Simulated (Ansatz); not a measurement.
**CH₄B₂: basis-set convergence**

Aim: see how fast density functionals converge with the basis set for CH₄B₂.

Program: Ansatz 0.2.0, Gaussian basis. Level of theory: one geometry, several basis sets. These are calculated values, not measurements.

The runs, in order: PBE0-D4/def2-SVP; ωB97M-V/def2-SVP; PBE0-D4/def2-QZVPP; ωB97M-V/def2-QZVPP; the functionals' def2-TZVPP values are taken from earlier runs.

1 further run of the same task is left out (it didn't finish).

**1. The relaxed structure**

The geometry comes from an earlier relaxation with PBE0-D4 in a triple-zeta def2 set; it is a stationary point, not always the lowest conformer.

SMILES `B1BC1`, 7 atoms, charge 0, spin multiplicity 1.

Atoms are counted from 1 here; the program's logs count them from 0.

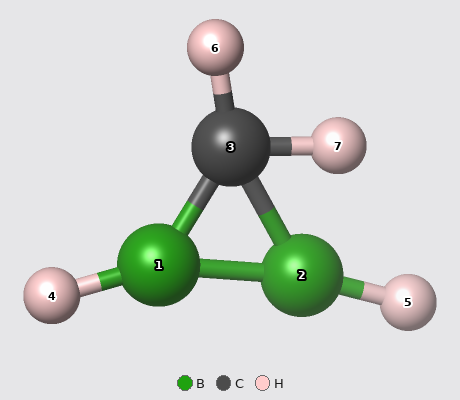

The structure; boron green, carbon dark grey, hydrogen pink; atoms are numbered from 1 in the order of the file.

As a file:

```xyz
7

B    -0.91435   -0.33697   -0.41278
B     0.40927    0.36731   -0.77581
C     0.03892   -0.16692    0.68219
H    -1.98991   -0.80464   -0.53862
H     1.34872    0.92022   -1.24694
H     0.11972   -0.39268    1.74164
H     1.04884    0.34569    0.50453
```

**2. PBE0-D4 in def2-SVP**

in.yaml reads:

```yaml
crystal:
  periodic: [false, false, false]
  atoms:
    - {symbol: B, position_ang: [-0.914352, -0.336970, -0.412780]}
    - {symbol: B, position_ang: [0.409269, 0.367306, -0.775811]}
    - {symbol: C, position_ang: [0.038918, -0.166918, 0.682190]}
    - {symbol: H, position_ang: [-1.989905, -0.804642, -0.538623]}
    - {symbol: H, position_ang: [1.348716, 0.920218, -1.246942]}
    - {symbol: H, position_ang: [0.119719, -0.392680, 1.741637]}
    - {symbol: H, position_ang: [1.048837, 0.345686, 0.504530]}
basis:
  gaussian: {orbitals: def2-SVP}
hamiltonian: {xc: pbe0, dispersion: d4}
output: {orbitals: {seedname: orbitals}}
```

Started as:

```console
> ansatz run in.yaml --threads 2 --pin off --events-out ev --progress --plain --max-ram 4352MiB
```

The log of the run:

```text
Functional definition: PBE0
  name "PBE0"
  cite "Adamo & Barone, J. Chem. Phys. 110, 6158 (1999) doi:10.1063/1.478522"
  cite "Perdew, Burke & Ernzerhof, Phys. Rev. Lett. 77, 3865 (1996) doi:10.1103/PhysRevLett.77.3865"
  parent pbe
  parameter a = 0.25
  parameter kappa = 0.804
  parameter beta = 0.06672455060314922
  exchange = (1 - a)*pbe_x(kappa = kappa, mu = beta*pi^2/3) + a*exact_x
  correlation = pbe_c(beta = beta)
698 factors; their error is unknown
mean field evaluation 1: about -2443.1115 eV, gradient 3.7e1 eV
mean field evaluation 2: about -2441.7644 eV, gradient 4.3e1 eV
mean field evaluation 4: about -2447.0601 eV, gradient 1.8e0 eV
mean field evaluation 8: about -2447.0647 eV, gradient 1.5e-2 eV
mean field -2447.06470835 eV, -89.9279693517 hartree, gradient 6.5e-5 eV, S^2 0.000000; 0 other end points of the search recorded, 0 dependent functions left out
reference -2447.06473130 eV, -89.9279701952 hartree; 10, 10 occupied and 52, 52 virtual orbitals, 698 factors
Total energy: -2447.13357548 eV, -89.9305001723 hartree
```

Run time: 0.35 s. Hardware: 2 threads of AMD EPYC 9B14, shared host.

**3. ωB97M-V in def2-SVP**

Changes to in.yaml since step 2:

```diff
@@ -12,3 +12,3 @@
   gaussian: {orbitals: def2-SVP}
-hamiltonian: {xc: pbe0, dispersion: d4}
+hamiltonian: {xc: {name: wB97M-V}}
 output: {orbitals: {seedname: orbitals}}
```

Same command.

The log of the run (excerpt; [...] marks lines left out):

```text
Functional definition: wB97M-V
  name "wB97M-V"
  cite "Mardirossian & Head-Gordon, J. Chem. Phys. 144, 214110 (2016) doi:10.1063/1.4952647"
  cite "Becke, J. Chem. Phys. 107, 8554 (1997) doi:10.1063/1.475007"
  cite "Vydrov & Van Voorhis, J. Chem. Phys. 133, 244103 (2010) doi:10.1063/1.3521275"
  # Of w^i u^j: cxij and so on, Table III.
[...]
  gx(w, u) = 1 - cx + cx01*u + cx10*w
  gss(w, u) = css00 + css04*u^4 + css10*w + css20*w^2 + css43*w^4*u^3
  gos(w, u) = cos00 + cos10*w + (cos20 + cos21*u)*w^2 + (cos60 + cos61*u)*w^6
[...]
      + integral(e_c_pw_mod_opposite_spin*gos(b97_w_opposite, b97_u_opposite)) + vv10(b, c)
698 factors; their error is unknown
202 factors; integrals over basis functions are off by at most 1.3e-5 eV
[...]
mean field -2448.82121593 eV, -89.9925198146 hartree, gradient 3.5e-5 eV, S^2 0.000000; 0 other end points of the search recorded, 0 dependent functions left out
reference -2448.82125210 eV, -89.9925211442 hartree; 10, 10 occupied and 52, 52 virtual orbitals, 698 factors
Total energy: -2448.82125210 eV, -89.9925211442 hartree
```

Wall time 1.2 s (2 threads of AMD EPYC 9B14, shared host).

**4. PBE0-D4 in def2-QZVPP**

Changes to in.yaml since step 3:

```diff
@@ -11,4 +11,4 @@
 basis:
-  gaussian: {orbitals: def2-SVP}
-hamiltonian: {xc: {name: wB97M-V}}
+  gaussian: {orbitals: "def2-QZVPP.json"}
+hamiltonian: {xc: pbe0, dispersion: d4}
 output: {orbitals: {seedname: orbitals}}
```

The command is unchanged.

The log of the run:

```text
Functional definition: PBE0
  name "PBE0"
  cite "Adamo & Barone, J. Chem. Phys. 110, 6158 (1999) doi:10.1063/1.478522"
  cite "Perdew, Burke & Ernzerhof, Phys. Rev. Lett. 77, 3865 (1996) doi:10.1103/PhysRevLett.77.3865"
  parent pbe
  parameter a = 0.25
  parameter kappa = 0.804
  parameter beta = 0.06672455060314922
  exchange = (1 - a)*pbe_x(kappa = kappa, mu = beta*pi^2/3) + a*exact_x
  correlation = pbe_c(beta = beta)
817 factors; their error is unknown
mean field evaluation 1: about -2443.4745 eV, gradient 5.0e1 eV
mean field evaluation 2: about -2439.8261 eV, gradient 6.0e1 eV
mean field evaluation 4: about -2449.8427 eV, gradient 4.7e0 eV
mean field evaluation 8: about -2449.9020 eV, gradient 2.1e-2 eV
mean field evaluation 16: about -2449.9013 eV, gradient 1.0e-5 eV
mean field -2449.90133452 eV, -90.0322134408 hartree, gradient 1.0e-5 eV, S^2 0.000000; 0 other end points of the search recorded, 0 dependent functions left out
reference -2449.90136912 eV, -90.0322147122 hartree; 10, 10 occupied and 281, 281 virtual orbitals, 817 factors
Total energy: -2449.97021330 eV, -90.0347446893 hartree
```

Run time: 2.3 s. Hardware: 2 threads of AMD EPYC 9B14, shared host; peak memory 0.61 GiB.

**5. ωB97M-V in def2-QZVPP**

Changes to in.yaml since step 4:

```diff
@@ -12,3 +12,3 @@
   gaussian: {orbitals: "def2-QZVPP.json"}
-hamiltonian: {xc: pbe0, dispersion: d4}
+hamiltonian: {xc: {name: wB97M-V}}
 output: {orbitals: {seedname: orbitals}}
```

Launched as before.

The log of the run (excerpt; [...] marks lines left out):

```text
Functional definition: wB97M-V
  name "wB97M-V"
  cite "Mardirossian & Head-Gordon, J. Chem. Phys. 144, 214110 (2016) doi:10.1063/1.4952647"
  cite "Becke, J. Chem. Phys. 107, 8554 (1997) doi:10.1063/1.475007"
  cite "Vydrov & Van Voorhis, J. Chem. Phys. 133, 244103 (2010) doi:10.1063/1.3521275"
  # Of w^i u^j: cxij and so on, Table III.
[...]
  gx(w, u) = 1 - cx + cx01*u + cx10*w
  gss(w, u) = css00 + css04*u^4 + css10*w + css20*w^2 + css43*w^4*u^3
  gos(w, u) = cos00 + cos10*w + (cos20 + cos21*u)*w^2 + (cos60 + cos61*u)*w^6
[...]
      + integral(e_c_pw_mod_opposite_spin*gos(b97_w_opposite, b97_u_opposite)) + vv10(b, c)
817 factors; their error is unknown
267 factors; integrals over basis functions are off by at most 8.7e-6 eV
[...]
mean field -2451.82093452 eV, -90.1027574399 hartree, gradient 2.5e-5 eV, S^2 0.000000; 0 other end points of the search recorded, 0 dependent functions left out
reference -2451.82099194 eV, -90.1027595499 hartree; 10, 10 occupied and 281, 281 virtual orbitals, 817 factors
Total energy: -2451.82099194 eV, -90.1027595499 hartree
```

It took 6 s on 2 threads of AMD EPYC 9B14, shared host; peak memory 0.76 GiB.

**6. Functionals by basis**

The def2-TZVPP values come from earlier runs at the same geometry.

```
functional       basis  functions  energy (eV)  from the largest (eV)  HOMO (eV)  LUMO (eV)
   PBE0-D4    def2-SVP         62   -2447.1336                  2.837      -7.43      -0.56
   PBE0-D4  def2-TZVPP        149   -2449.8120                  0.158      -7.50      -0.70
   PBE0-D4  def2-QZVPP        291   -2449.9702                  0.000      -7.51      -0.74
   ωB97M-V    def2-SVP         62   -2448.8213                  3.000      -9.65       1.59
   ωB97M-V  def2-TZVPP        149   -2451.6808                  0.140      -9.74       1.30
   ωB97M-V  def2-QZVPP        291   -2451.8210                  0.000      -9.75       1.17
```

**7. Outcome**

```
                                       quantity          value
PBE0-D4: double and triple zeta above quadruple  2.84, 0.16 eV
ωB97M-V: double and triple zeta above quadruple  3.00, 0.14 eV
```

In words: For PBE0-D4 the step from double to triple zeta gains 2.68 eV and the next only 0.16 eV. Total energies overstate the basis error of differences, where much of it tends to cancel.

For PBE0-D4 the largest set took about 6 times as long as the smallest (2.3 s against 0.35 s).
